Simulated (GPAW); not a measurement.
# Optical response of TiSi2 (Zhiqinite)

Aim: the dielectric function of TiSi2 (Zhiqinite), and the optical constants that follow from it. The cell comes from an older database entry, whose edges can differ from later determinations, mostly by under a per cent.

Main program and level: GPAW 26.7.0; DFT, PBE, plane-wave PAW (GPAW data sets), scalar-relativistic, RPA, optical limit.

The database entry behind the starting cell is an old determination (1939), so it need not match the best structure at ambient conditions.

## (1) Starting point

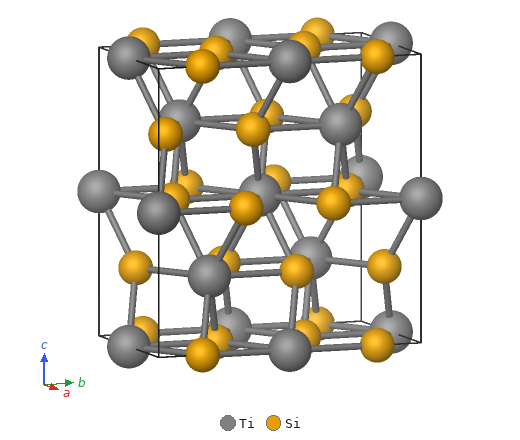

The starting structure, seen slightly off an axis (titanium grey, silicon orange). This picture shows the conventional cell, with its axes. Some periodic images of atoms are drawn too.

## (2) Ground state

The self-consistent density comes first; it also tells whether there is a gap, which decides the occupations and the need for a Drude term.

This step: DFT, PBE, plane-wave PAW (GPAW data sets), scalar-relativistic, ground state (GPAW 26.7.0).

Contents of gs.py:

```python
from ase import Atoms
from ase.dft.bandgap import bandgap
from gpaw import GPAW, PW, FermiDirac

atoms = Atoms(['Ti', 'Ti', 'Si', 'Si', 'Si', 'Si'],
              cell=[[0.000000000000, 4.118000000000, 4.261500000000],
                    [2.386500000000, 0.000000000000, 4.261500000000],
                    [2.386500000000, 4.118000000000, 0.000000000000]],
              scaled_positions=[[0.500000000000, 0.500000000000, 0.500000000000],
                                [0.750000000000, 0.750000000000, 0.750000000000],
                                [0.833000000000, 0.167000000000, 0.833000000000],
                                [0.167000000000, 0.833000000000, 0.167000000000],
                                [0.417000000000, 0.083000000000, 0.417000000000],
                                [0.083000000000, 0.417000000000, 0.083000000000]],
              pbc=[True, True, True])
atoms.calc = GPAW(mode=PW(450), xc='PBE', kpts={'size': (6, 6, 6), 'gamma': True},
                  occupations=FermiDirac(0.05), maxiter=150, txt='gs.txt')
print('energy (eV)', atoms.get_potential_energy())
print('Fermi level (eV)', atoms.calc.get_fermi_level())
print('valence electrons', atoms.calc.get_number_of_electrons())
print('gap (eV)', bandgap(atoms.calc, output=None)[0])
print('direct gap (eV)', bandgap(atoms.calc, direct=True, output=None)[0])
atoms.calc.write('gs.gpw')
```

The run is started by

```sh
$ OMP_NUM_THREADS=1 python gs.py
```

Numbers of over 12 decimals in the logs are rounded to 6 here.

The log of the run:

```text
__  _  _
 | _ |_)|_||  |
 |__||  | ||/\| - 26.7.0

Versions:
  Python: 3.12.14
  ASE:    3.29.0
  Numpy:  2.5.5
  Scipy:  1.18.1
  Libxc:  7.0.0

Input parameters:
  mode=PW(ecut=450.000000),
  kpts=MonkhorstPack(size=(6, 6, 6), gamma=True),
  maxiter=150,
  occupations=Occupations(name='fermi-dirac', width=0.05, fixmagmom=False),
  xc=XC(name='PBE')

Diagonalizing LCAO Hamiltonian
Converting LCAO to pw mode

                Ti

              Si

            Ti
           Si

         Si
       Si

Atoms  # Å, Bohr magnetons
|   | symbol |        x |        y |        z |    initial magnetic moments |
| 0 |     Ti | 2.386500 | 4.118000 | 4.261500 | ( 0.0000,  0.0000,  0.0000) |
| 1 |     Ti | 3.579750 | 6.177000 | 6.392250 | ( 0.0000,  0.0000,  0.0000) |
| 2 |     Si | 2.386500 | 6.860588 | 4.261500 | ( 0.0000,  0.0000,  0.0000) |
| 3 |     Si | 2.386500 | 1.375412 | 4.261500 | ( 0.0000,  0.0000,  0.0000) |
| 4 |     Si | 1.193250 | 3.434412 | 2.130750 | ( 0.0000,  0.0000,  0.0000) |
| 5 |     Si | 1.193250 | 0.683588 | 2.130750 | ( 0.0000,  0.0000,  0.0000) |

Unit cell  # Å
| periodic |        x |        y |        z |  lengths |    angles |
|      yes | 0.000000 | 4.118000 | 4.261500 | 5.926070 | 75.818355 |
|      yes | 2.386500 | 0.000000 | 4.261500 | 4.884236 | 53.042013 |
|      yes | 2.386500 | 4.118000 | 0.000000 | 4.759549 | 51.139632 |

Number of symmetries: 4
Symmetry operations  # r_c * U_cc + t_c -> r_c
|   | kind |            matrix            |
| 0 |  E   |  1, 0, 0,  0, 1, 0,  0, 0, 1 |
| 1 |  C2  |  0, 1,-1,  1, 0,-1,  0, 0,-1 |
| 2 |  C2  |  0,-1, 1,  0,-1, 0,  1,-1, 0 |
| 3 |  C2  | -1, 0, 0, -1, 0, 1, -1, 1, 0 |

BZ-sampling:
  Number of BZ points: 216
  Number of IBZ points: 46

  Monkhorst-Pack size: [6, 6, 6]
  Monkhorst-Pack shift: [0.083333, 0.083333, 0.083333]

K-points  # in reciprocal-cell coordinates
|     |                                coordinates |     weight |
|   0 | (  0.00000000,   0.00000000,   0.00000000) | 0.00462963 |
|   1 | (  0.00000000,   0.16666667,   0.16666667) | 0.00925926 |
|   2 | (  0.00000000,   0.33333333,   0.33333333) | 0.00925926 |
|   3 | (  0.00000000,   0.50000000,   0.50000000) | 0.00462963 |
|   4 | (  0.16666667,  -0.33333333,   0.50000000) | 0.00925926 |
|   5 | (  0.16666667,   0.00000000,   0.16666667) | 0.00925926 |
|   6 | (  0.16666667,   0.16666667,   0.00000000) | 0.00925926 |
|   7 | (  0.16666667,   0.16666667,   0.16666667) | 0.03703704 |
|   8 | (  0.16666667,   0.16666667,   0.33333333) | 0.01851852 |
|   9 | (  0.16666667,   0.33333333,   0.16666667) | 0.01851852 |
| ... |                                            |            |
|  45 | (  0.50000000,   0.50000000,   0.50000000) | 0.01851852 |

Plane wave coefficients: 1831
Cutoff: 450.000000 eV

Spin-components: 1 (collinear spins)
Bands:           28
Projectors:      32
Spin-degeneracy: 2
Datatype:        complex128

Parallelization:
  kpt:    1
  domain: 1
  band:   1

Density:
  Valence electrons: 40.0
  Components: 1
  Grid points: [30 30 30]
  Charge: 0.0  # |e|

Potential:
  Grid points: [30 30 30]

species:
  Ti:
    name:    Titanium
    id:
    Z:       22.0
    valence: 12
    core:    10
    charge:  0.0  # [|e|]
    compensation charges:
      type: gauss
      rc: 0.38  # [Å]
      lmax: 2
    cutoffs:
      filter: 2.23  # [Å]
      core: 1.02  # [Å]
    projectors
    | kind |    occ | energy [eV] | rcut [Å] |
    |   3s |  2.000 |     -62.623 |    1.270 |
    |   4s |  2.000 |      -4.466 |    1.270 |
    |   3p |  6.000 |     -38.862 |    1.058 |
    |   4p |  0.000 |      -1.466 |    1.058 |
    |   3d |  2.000 |      -4.258 |    1.058 |
    |    d |        |      22.953 |    1.058 |

    Using partial waves for Ti as LCAO basis

  Si:
    name:    Silicon
    id:
    Z:       14.0
    valence: 4
    core:    10
    charge:  0.0  # [|e|]
    compensation charges:
      type: gauss
      rc: 0.33  # [Å]
      lmax: 2
    cutoffs:
      filter: 1.86  # [Å]
      core: 2.06  # [Å]
    projectors
    | kind |    occ | energy [eV] | rcut [Å] |
    |   3s |  2.000 |     -10.812 |    1.058 |
    |   3p |  2.000 |      -4.081 |    1.058 |
    |    s |        |      16.399 |    1.058 |
    |    p |        |      23.130 |    1.058 |
    |    d |        |       0.000 |    1.058 |

    Using partial waves for Si as LCAO basis

Reference energy: -77993.405564  # eV

eigensolver:
  PPCG
  Converge bands: occupied
  niter=2

density mixing:
  MSR1-Mixer
  Pratt-step length: 0.05
  Maximum mixing coefficient: 0.75
  Old densities: 10
  SVD Regularization: 0.005
  Good broyden scale: 1.0
  Trust region scale: 1.0
  Backstep threshold: 4.0
  History deletion threshold: 6.0
  Fourier metric: weight=20.0, sigma=0.015

occupation numbers:
  Fermi-Dirac:
    width: 0.0500  # eV

poisson solver:
  ecut: 3600.000000  # eV

xc functional:
  name: PBE with 2 nearest neighbor stencil

convergence criteria:
- Maximum [total energy] change in last 3 cyles: 0.0005 eV / valence electron
- Maximum integral of absolute [dens]ity change: 0.0001 electrons / valence electron
- Maximum integral of absolute [eigenst]ate change: 4e-08 eV^2 / valence electron
maximum number of iterations: 150

SCF iterations
|iter     |      energy | eigst |  dens |
|iter:   1||  -38.404423 | +0.39 |       |
|iter:   2||  -38.413827 | -1.67 | -1.20 |
|iter:   3||  -39.798087 | -0.23 | -1.23 |
|iter:   4||  -38.257549 | -0.16 | -1.09 |
|iter:   5||  -38.183078 | -1.50 | -1.50 |
|iter:   6||  -38.194942 | -2.22 | -2.13 |
|iter:   7||  -38.185367c| -2.78 | -2.14 |
|iter:   8||  -38.184084c| -3.20 | -2.57 |
|iter:   9||  -38.184111c| -4.63 | -3.31 |
|iter:  10||  -38.184100c| -5.64 | -3.67 |
|iter:  11||  -38.184099c| -6.69 | -4.38c|
|iter:  12||  -38.184099c| -7.67c| -4.92c|

Converged in 12 steps
SCF loop duration: 94.981 s (7.915 s/step)
Energy contributions relative to reference atoms: (reference = -77993.405564)

Energy contributions:
  Kinetic:          42.454751
  Coulomb:         -33.954998
  Zero:             -0.154133
  External:          0.000000
  Xc:              -46.522473
  Entropy:          -0.014493
  Spinorbit:         0.000000
  ----------------------------
  Free energy:     -38.191346
  Extrapolated:    -38.184099

dipole moment: (-5.085643, -8.775478, -9.081277)  # |e|*Ang

Fermi level: 9.861
Eigenvalues  # (at kpt = [0.000, 0.000, 0.000])
| band index |      eig [eV] | occ [0-2] |
|          0 |       -46.448 |     2.000 |
|        ... |               |           |
|         13 |         5.934 |     2.000 |
|         14 |         5.997 |     2.000 |
|         15 |         7.150 |     2.000 |
|         16 |         7.538 |     2.000 |
|         17 |         7.833 |     2.000 |
|         18 |         8.064 |     2.000 |
|         19 |         8.282 |     2.000 |
|         20 |         8.859 |     2.000 |
|         21 |        11.820 |     0.000 |
|         22 |        12.996 |     0.000 |
|         23 |        13.091 |     0.000 |
|         24 |        13.176 |     0.000 |
|         25 |        13.221 |     0.000 |
|         26 |        13.478 |     0.000 |
|         27 |        13.522 |     0.000 |

No gap
No difference between direct/indirect transitions

--- standard output ---
energy (eV) -38.184099
Fermi level (eV) 9.860552
valence electrons 40.0
gap (eV) 0.0
direct gap (eV) 0.0
```

It took 1.7 min on 1 thread of Arm Neoverse V1, shared host; peak memory 0.23 GiB.

Numbers from this step:

- energy: -38.18 eV
- Fermi energy: 9.861 eV
- electrons: 40

There are states at the Fermi level within the smearing, so the occupations stay smeared and the carriers get a Drude term.

## (3) Bands for the response

The response needs many more empty bands than the density does.

This step: DFT, PBE, plane-wave PAW (GPAW data sets), scalar-relativistic, bands at fixed density (GPAW 26.7.0).

Contents of nscf.py:

```python
from ase.dft.bandgap import bandgap
from gpaw import GPAW, FermiDirac

calc = GPAW('gs.gpw').fixed_density(kpts={'size': (10, 10, 10), 'gamma': True}, nbands=55, convergence={'bands': 49},
                                    occupations=FermiDirac(0.05), txt='nscf.txt')
print('gap (eV)', bandgap(calc, output=None)[0])
print('direct gap (eV)', bandgap(calc, direct=True, output=None)[0])
print('top band over the Fermi level (eV)', min(calc.get_eigenvalues(kpt=k)[48] for k in range(len(calc.get_ibz_k_points()))) - calc.get_fermi_level())
calc.write('full.gpw', mode='all')
```

The run is started by

```sh
$ OMP_NUM_THREADS=1 python nscf.py
```

The log of the run:

```text
Diagonalizing LCAO Hamiltonian
Converting LCAO to pw mode
convergence criteria:
- Maximum integral of absolute [eigenst]ate change: 4e-08 eV^2 / valence electron
maximum number of iterations: 150

SCF iterations
|iter     |      energy | eigst |  dens |
|iter:   1||             | +2.27 |       |
|iter:   2||             | +1.55 |       |
|iter:   3||             | +0.55 |       |
|iter:   4||             | -0.39 |       |
|iter:   5||             | -1.28 |       |
|iter:   6||             | -2.15 |       |
|iter:   7||             | -2.95 |       |
|iter:   8||             | -3.83 |       |
|iter:   9||             | -4.63 |       |
|iter:  10||             | -5.52 |       |
|iter:  11||             | -6.31 |       |
|iter:  12||             | -7.06 |       |
|iter:  13||             | -7.67c|       |
SCF steps: 13
  __  _  _
 | _ |_)|_||  |
 |__||  | ||/\| - 26.7.0

Versions:
  Python: 3.12.14
  ASE:    3.29.0
  Numpy:  2.5.5
  Scipy:  1.18.1
  Libxc:  7.0.0

Input parameters:
  mode=PW(ecut=450.000000),
  convergence={'bands': 49},
  gpts=array([30, 30, 30]),
  kpts=MonkhorstPack(size=(10, 10, 10), gamma=True),
  maxiter=150,
  nbands=55,
  occupations=Occupations(name='fermi-dirac', width=0.05, fixmagmom=False),
  parallel={},
  xc=XC(name='PBE')

--- standard output ---
gap (eV) 0.0
direct gap (eV) 0.0
top band over the Fermi level (eV) 15.498418
```

Run time: 12 min. Hardware: 1 thread; peak memory 0.56 GiB.

## (4) Dielectric function, RPA

Local fields let the induced charge screen the field inside the cell, which as a rule lowers ε, most along directions where the density is uneven.

This step: DFT, PBE, plane-wave PAW (GPAW data sets), scalar-relativistic, RPA, optical limit (GPAW 26.7.0).

Contents of df.py:

```python
from gpaw.response.df import DielectricFunction

df = DielectricFunction('full.gpw', frequencies={'type': 'nonlinear', 'domega0': 0.03, 'omega2': 8},
                        ecut=80,
                        eta=0.1,
                        nbands=49,
                        rate=0.05,
                        txt='df.txt')
for direction in ['x', 'y', 'z']:
    df.get_dielectric_function(xc='RPA', direction=direction, filename=f'df_{direction}.csv')
```

The run is started by

```sh
$ OMP_NUM_THREADS=1 python df.py
```

The log of the run:

```text
Using integrator: PointIntegrator
NonLinearFrequencyDescriptor(from 0.000 to 74.322 eV, 512 points)
Nonperiodic BCs:  [False False False]
Using integrator: PointIntegrator
NonLinearFrequencyDescriptor(from 0.000 to 74.322 eV, 512 points)
Nonperiodic BCs:  [False False False]
Using integrator: PointIntegrator

Calculating chi0 body with:
    Ground state adapter containing:
    Number of spins: 1
    Number of kpoints: 1000
    Number of irreducible kpoints: 171
    Number of completely occupied states: 17
    Number of partially occupied states: 22

    Linear response parametrization:
    q_c: [0.0, 0.0, 0.0]
    Number of frequency points: 512
    Planewave cutoff: 80.0
    Number of bands: 49
    Number of planewaves: 135
    Broadening (eta): 0.1

Integrating chi0 body.

Symmetries of q_c:
    Direct symmetries (Uq -> q): 4
    Indirect symmetries (TUq -> q): 4
In total 8 allowed symmetries.

171 groups of equivalent kpoints. 82.900000% reduction.

Integral kind: spectral function

Calculating chi0 optical extensions with:
    Ground state adapter containing:
    Number of spins: 1
    Number of kpoints: 1000
    Number of irreducible kpoints: 171
    Number of completely occupied states: 17
    Number of partially occupied states: 22

    Linear response parametrization:
    Number of frequency points: 512
    Planewave cutoff: 80.0
    Number of bands: 49
    Number of planewaves: 135
    Broadening (eta): 0.1
Integrating chi0 head and wings.

Symmetries of q_c:
    Direct symmetries (Uq -> q): 4
    Indirect symmetries (TUq -> q): 4
In total 8 allowed symmetries.

171 groups of equivalent kpoints. 82.900000% reduction.

Integral kind: spectral function wings

Calculating drude chi0 with:
    Number of frequency points:512
    Plasma frequency decay rate: 0.05 eV

    Ground state adapter containing:
    Number of spins: 1
    Number of kpoints: 1000
    Number of irreducible kpoints: 171
    Number of completely occupied states: 17
    Number of partially occupied states: 22

Symmetries of q_c:
    Direct symmetries (Uq -> q): 4
    Indirect symmetries (TUq -> q): 4
In total 8 allowed symmetries.

171 groups of equivalent kpoints. 82.900000% reduction.

Integral kind: intraband
Plasma frequency:
[[4.63+0.j 0.  -0.j 0.  -0.j]
 [0.  -0.j 5.01+0.j 0.  +0.j]
 [0.  -0.j 0.  +0.j 3.58+0.j]]
```

Run time: 2.9 min. Hardware: 1 thread; peak memory 0.72 GiB.

The Im ε has structure finer than the step of the table below, so its rows give means over 0.5 eV, whole bins alone (the curve runs from 0.305 to 15.4 eV). Peaks (eV: height): E ∥ x 1.21: 22.7, 2.90: 20.6, 4.98: 21.2; E ∥ y 2.21: 22.2, 4.79: 20.7; E ∥ z 4.02: 24.4.

Sum at mesh points, not converged in k. Table of Im ε by photon energy; means over each step:

```tsv
photon energy (eV)	E ∥ x	E ∥ y	E ∥ z
1.0	17.6	28.2	25.3
1.5	20.8	18.5	20.9
2.0	17.6	20.4	18.4
2.5	16.2	17.9	15.9
3.0	19.9	16.1	18.7
3.5	17.4	13.7	22.4
4.0	18.8	14.9	22.2
4.5	19.3	18.9	19.2
5.0	20.8	19.6	18.8
5.5	18.4	17.9	15.0
6.0	14.2	14.5	12.6
6.5	9.30	9.85	10.1
7.0	6.49	6.34	6.53
7.5	4.97	4.59	4.54
8.0	3.49	3.57	3.31
8.5	2.52	2.58	2.45
9.0	2.16	2.08	1.96
9.5	1.73	1.63	1.59
10.0	1.25	1.29	1.28
10.5	0.983	1.15	1.14
11.0	0.829	0.963	0.946
11.5	0.717	0.879	0.853
12.0	0.580	0.680	0.684
12.5	0.459	0.536	0.580
13.0	0.417	0.493	0.496
13.5	0.348	0.436	0.443
14.0	0.302	0.396	0.372
14.5	0.276	0.335	0.319
15.0	0.258	0.288	0.278
```

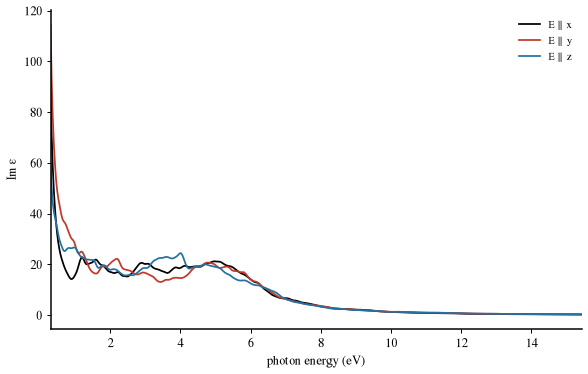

Im ε, plotted against photon energy.

Values under 1 per cm are given as 1; sum at mesh points, not converged in k. The absorption coefficient by photon energy:

```tsv
photon energy (eV)	E ∥ x (1/cm)	E ∥ y (1/cm)	E ∥ z (1/cm)
1.01	2.2e5	4.4e5	3.0e5
1.99	4.7e5	5.2e5	4.6e5
3.02	8.0e5	7.9e5	6.9e5
3.98	1.1e6	9.1e5	1.3e6
4.98	1.7e6	1.7e6	1.7e6
6.02	2.2e6	2.2e6	2.0e6
6.99	2.1e6	2.2e6	2.2e6
8.03	2.1e6	2.1e6	2.1e6
9.02	2.0e6	2.0e6	1.9e6
10.03	1.9e6	1.9e6	1.8e6
11.03	1.8e6	1.8e6	1.7e6
12.02	1.7e6	1.7e6	1.7e6
13.00	1.6e6	1.6e6	1.6e6
14.04	1.5e6	1.5e6	1.5e6
14.96	1.3e6	1.4e6	1.4e6
```

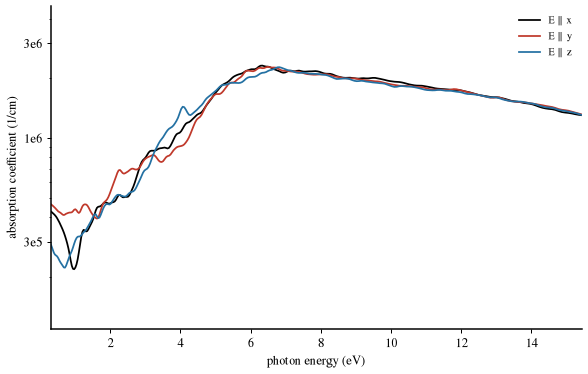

Absorption coefficient against photon energy.

The Im ε, E ∥ x has structure finer than the step of the table below, so its rows give means over 1 eV, whole bins alone (the curve runs from 0.305 to 15.4 eV). Peaks (eV: height): without local fields 1.2: 23.1, 2.9: 21.3, 4.9: 21.7; with local fields 1.2: 22.7, 2.9: 20.6, 5.0: 21.2.

Sum at mesh points, not converged in k. Im ε, E ∥ x against photon energy; means over each step:

```tsv
photon energy (eV)	without local fields	with local fields
1	19.8	19.6
2	18.2	18.0
3	19.2	18.6
4	19.3	18.4
5	20.6	20.1
6	14.2	14.1
7	6.55	6.58
8	3.45	3.56
9	2.05	2.15
10	1.14	1.28
11	0.739	0.834
12	0.489	0.581
13	0.347	0.410
14	0.250	0.307
```

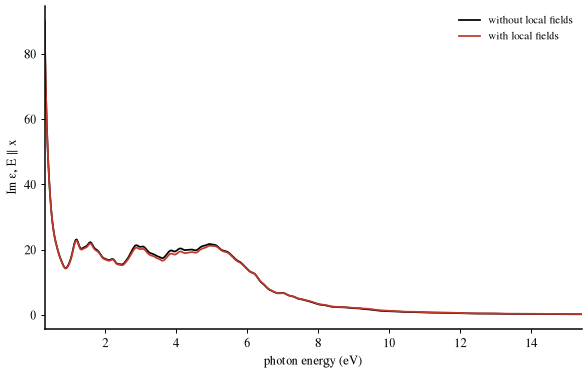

Im ε, E ∥ x, plotted against photon energy.

The reflectivity at normal incidence has structure finer than the step of the table below, so its rows give means over 1 eV, whole bins alone (the curve runs from 0.305 to 15.4 eV). Peaks (eV: height): E ∥ x 1.2: 51.2, 12.3: 78.2; E ∥ y 2.2: 52.4, 9.8: 73.9, 12.2: 74.5; E ∥ z 4.1: 56.9, 8.3: 74.1.

Sum at mesh points, not converged in k. The reflectivity at normal incidence by photon energy; means over each step:

```tsv
photon energy (eV)	E ∥ x (%)	E ∥ y (%)	E ∥ z (%)
1	57.3	65.6	53.9
2	46.8	49.1	46.9
3	47.9	46.1	47.6
4	48.7	44.7	53.3
5	55.3	54.2	56.9
6	64.7	63.0	61.1
7	69.3	69.9	69.3
8	72.7	71.3	72.4
9	72.4	72.5	72.6
10	75.8	72.8	72.2
11	75.8	71.3	71.1
12	76.5	72.8	71.6
13	76.2	72.3	71.7
14	75.4	70.2	71.2
```

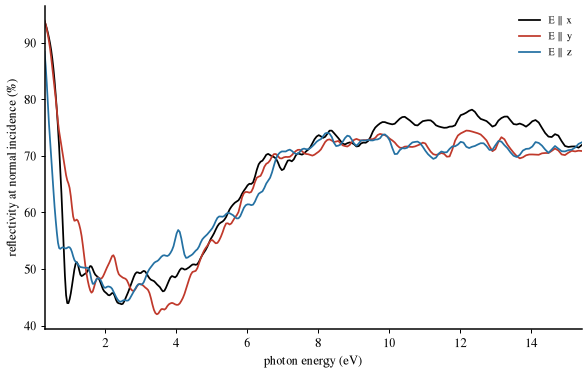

Reflectivity at normal incidence, plotted against photon energy.

Sum at mesh points, not converged in k. Loss function −Im 1/ε at q → 0 against energy loss; read off at these points:

```tsv
energy loss (eV)	E ∥ x	E ∥ y	E ∥ z
2	0.0476	0.0423	0.0426
4	0.0497	0.0600	0.0408
6	0.0487	0.0507	0.0583
8	0.0618	0.0708	0.0660
10	0.0893	0.105	0.108
12	0.132	0.152	0.167
14	0.245	0.302	0.288
```

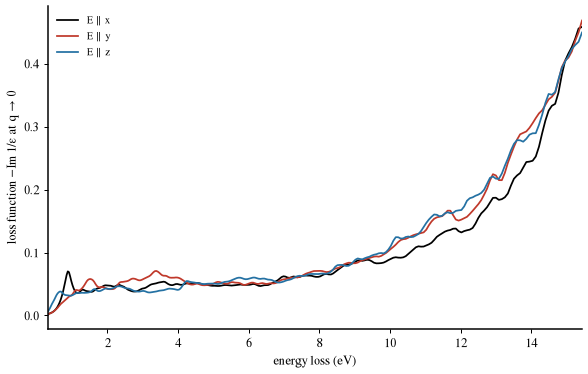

Loss function −Im 1/ε at q → 0, plotted against energy loss.

From ε follow the optical constants at some laser and lamp lines:

```tsv
wavelength (nm)	n x	k x	R (%) x	1/α x	n y	k y	R (%) y	1/α y
1550	2.27	3.511	60.5	35 nm	3.24	5.169	71.0	24 nm
1064	4.27	2.598	50.5	33 nm	3.39	3.668	58.6	23 nm
450	4.13	2.281	47.6	16 nm	3.22	2.486	46.3	14 nm
365	3.47	2.570	47.8	11 nm	2.95	2.226	42.6	13 nm
308	3.52	2.655	48.8	9.2 nm	3.26	2.235	43.7	11 nm
248	3.18	3.329	55.5	5.9 nm	3.01	3.272	55.1	6.0 nm
193	1.41	3.524	69.1	4.4 nm	1.53	3.480	66.9	4.4 nm
```

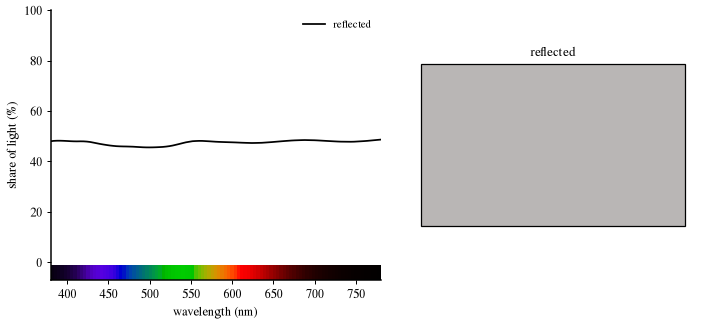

Light reflected across the visible range, with the colour that it makes of daylight (sRGB).

In reflection the computed colour is light grey: x = 0.316, y = 0.330, luminous reflectivity 47 %.

## (5) Summary of results

In words: At this level (PBE, RPA) TiSi2 is a metal. The mesh is too coarse to trust the carriers' weight, the reflectivity or the colour to better than tens of per cent. In reflection the computed colour is light grey: x = 0.316, y = 0.330, luminous reflectivity 47 %. The carriers' damping of 0.05 eV is typed, not computed; it shapes the response at the lowest energies. The curves end at 15 eV, about where the summed bands run out. In this version of GPAW the matrix elements of the optical limit are incomplete, which can lower ε − 1 by up to a tenth where first-row anions or d states rule, and shift it by more in d metals. GPAW's carrier term has the form −ωp²/(ω + i·rate)², which damps like twice the rate and fails at low energy, so the curves leave the lowest energies out. The sum runs over mesh points 0.17 Å⁻¹ apart with no interpolation, so peaks are partly noise of the mesh, and the Drude plasma energy, a sum over the Fermi surface, isn't converged.

[Machine, clock and banner lines and Python warnings are left out of the logs.]

[Logs are printed without paths, hosts, clocks, repeated set-up lines and the standing remarks that a program may print on its own settings, such as how far it seeks lower states.]

[Hosts, paths, dates, database ids (printed as entryN), source tags and the programs' standing remarks are cut or masked in the printed files.]
